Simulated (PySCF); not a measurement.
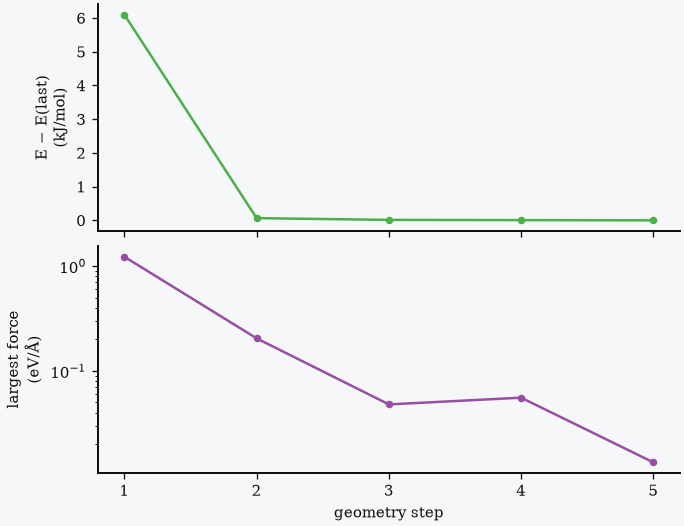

History of a geometry optimisation. The run: C4H3O (SMILES C#CC(=C)[O-]) (charge −1), by PBE0-D3(BJ)/def2-SVP, geometry optimisation (PySCF 2.14.0, density fitting).

The optimisation met its thresholds at geometry 5, counting the start as the first. The energy fell by about 6.1 kJ/mol from the first step to the last. The largest force goes from about 1.2 eV/Å at the start to 0.013 eV/Å at the end.
